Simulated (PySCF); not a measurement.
C6H15FSi2 (SMILES CC/C(=C/[SiH2]CF)C[SiH3])

The calculation's input:

```
{"job": {"kind": "nmr", "xc": "PBE0", "basis": "pcSseg-1"}, "charge": 0, "multiplicity": 1}
C     -2.518745     1.000233     0.052675
C     -1.803983     0.539006    -1.218093
C     -0.436777    -0.023047    -0.916029
C      0.548734     0.764722    -0.475404
Si     2.271727     0.208693    -0.005672
C      3.151785     1.774203     0.665526
F      4.453307     1.471961     1.019553
C     -0.277284    -1.490285    -1.091044
Si    -1.050547    -2.479743     0.351093
H     -3.509730     1.378479    -0.188380
H     -2.622270     0.172903     0.750794
H     -1.956929     1.791488     0.542109
H     -2.414353    -0.216324    -1.716186
H     -1.705164     1.391103    -1.895898
H      0.325754     1.821847    -0.372325
H      3.058634    -0.277823    -1.147693
H      2.293520    -0.800411     1.062423
H      2.679807     2.176833     1.565431
H      3.217186     2.574787    -0.075673
H      0.780073    -1.743607    -1.155949
H     -0.750616    -1.804081    -2.023216
H     -0.574432    -1.933809     1.620896
H     -2.512685    -2.395155     0.289610
H     -0.658745    -3.882211     0.202472
```

Run with:

```sh
OMP_NUM_THREADS=1 python probes_run.py task.json out
```

Geometry: GFN2-xTB.

The calculation used PBE0/pcSseg-1, SCF density, gas phase, non-relativistic (PySCF 2.14.0).

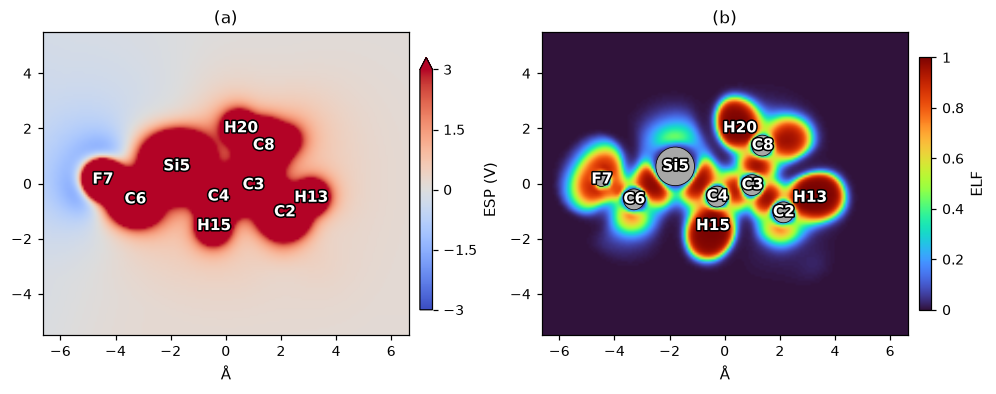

Figure 1. (a) electrostatic potential; (b) ELF on the plane of atoms Si5, C6 and F7. Grey discs cover the atomic cores in the ELF map.

**Interpret the plot.**

- The section cuts through C, Si, F and H sites.
- C–C (1.34 Å): the ELF peaks at about 0.90 between the atoms: a multiple bond.
- C–F (1.38 Å): the ELF peaks at about 0.85 between the atoms, as expected for a shared but strongly polarised pair.
- C–Si (1.87 Å): the ELF peaks at about 0.95 between the atoms, as expected for localised, covalent bonding.
- C–H (1.09 Å): the ELF climbs to about 1 towards the hydrogen, as it does in any bond to H: an ordinary covalent bond to hydrogen.
- C–C (1.49 Å): the ELF peaks at about 0.95 between the atoms (localised, covalent bonding).
- The ELF also peaks beside F7, away from the bonds: lone-pair regions.
- Outside the dense part of the molecule the potential is most negative (−1.4 V) near F7.

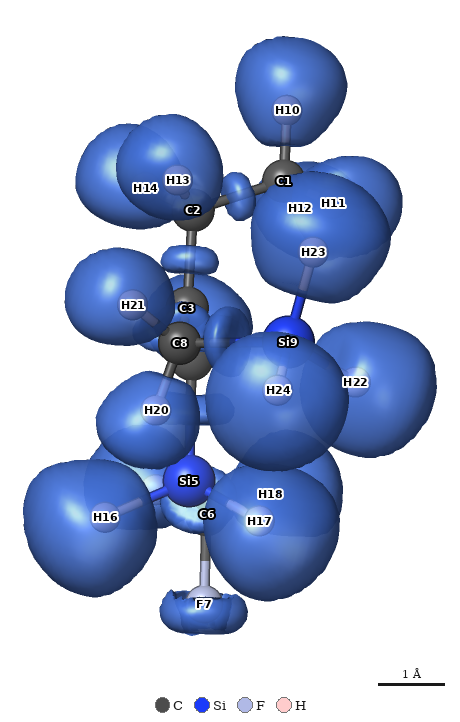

Figure 2. Isosurface of the ELF at 0.85 (blue), seen at an oblique angle. Core shells and regions of very low density are left out.

**Where are the electrons localised?**

At this value the surface marks out four regions between bonded C–C atoms (shared pairs), three regions between bonded C–Si atoms (shared pairs), 15 regions around hydrogen nuclei and one region wrapped around F (its lone pairs, merged into a ring or cap).

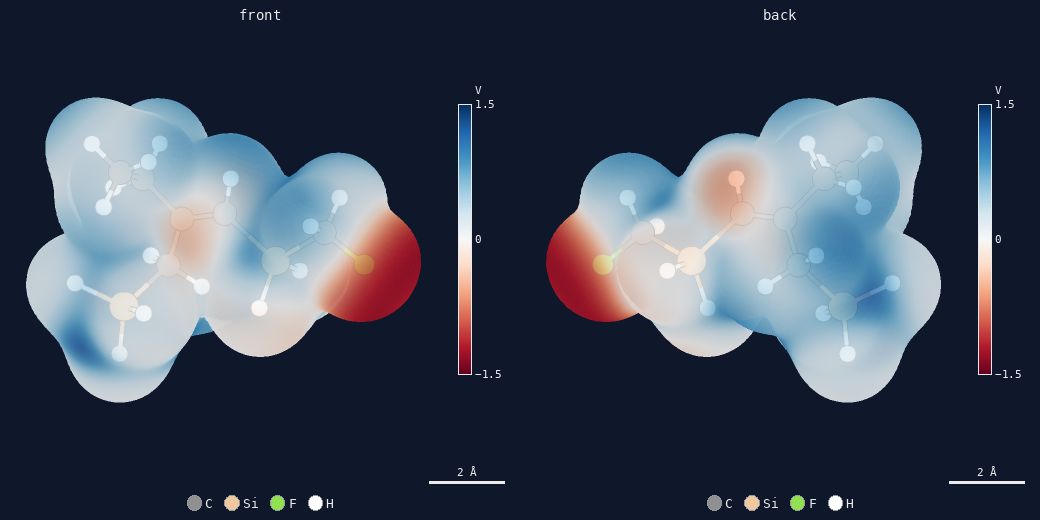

Figure 3. The molecular electrostatic potential painted on the density surface at 0.002 e/bohr³, seen from the front and from behind; red is negative and blue positive.

**Where is the surface potential most negative and most positive?**

The most negative region (about −1.3 V) lies over F7, the most positive (about +1.1 V) over Si9.
